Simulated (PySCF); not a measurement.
C2H6O, SMILES `CCO`.

Method: B3LYP/def2-SVPD; geometry: GFN2-xTB; program: PySCF. No frequency check shows the geometry to be a minimum.

Coordinates in Å:

```
C1       1.2271   -0.2196   -0.0002
C2      -0.0890    0.5421   -0.0001
O3      -1.1470   -0.3940   -0.0002
H4       2.0611    0.4764    0.0010
H5       1.2860   -0.8510   -0.8813
H6       1.2846   -0.8526    0.8817
H7      -0.1481    1.1856   -0.8900
H8      -0.1494    1.1840    0.8918
H9      -1.9870    0.0750   -0.0002
```

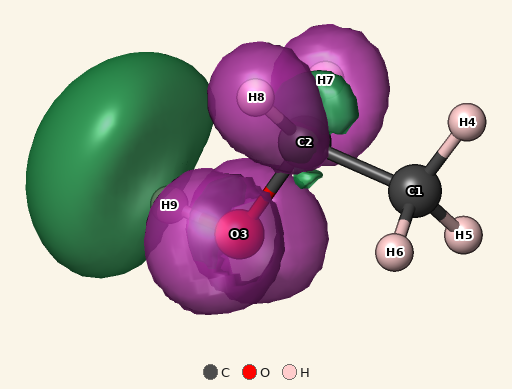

Unrelaxed difference density of S₁ less the ground state (TDA singlet states), ±0.02 e/Å³; green: gain, purple: loss.

Question: How does the charge move on excitation?

Answer: 0.83 e is displaced in all, of which about 0.5 e passes between atoms: O3 (0.43 e) loses electrons and H9 (0.39 e) gains them. The state: 6.67 eV (186 nm), f = 0.001 (very weak), partly diffuse acceptor orbital; the leading pair carries 100 %; hole on O3 (63 %), C2 (14 %) and H7 and H8 (8 % each), electron on H9 (43 %), O3 (20 %) and H7 and H8 (10 % each) (atom shares of so diffuse an orbital are rough); their centroids lie 1.1 Å apart.
